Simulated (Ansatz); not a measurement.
Start from MgSe in the rock salt structure (space group Fm-3m, No. 225; a = 5.508 Å).

Now apply this change: a fraction x = 0.75 of the Se sites is given to O, ordered in a cell of 8 atoms (starting symmetry I4/mmm) and fully relaxed.

Level of theory: Ansatz (a program for electronic structure), PBE, PAW, cutoff 420 eV, no spin-orbit coupling.

The zone is the changed cell's own and can be folded.

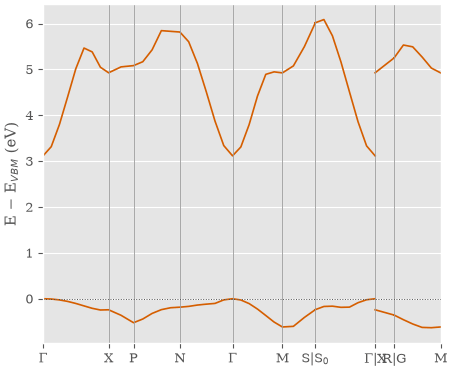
Figure: Highest valence and lowest conduction band along the path of the changed cell's own zone

The gap is 3.12 eV, direct at Γ; the base has 1.77 eV.

Each cell is one ordered arrangement of few atoms, which overstates ordering effects compared with a random alloy. No phonon test of stability was made. k-point labels follow each cell's own Brillouin zone.
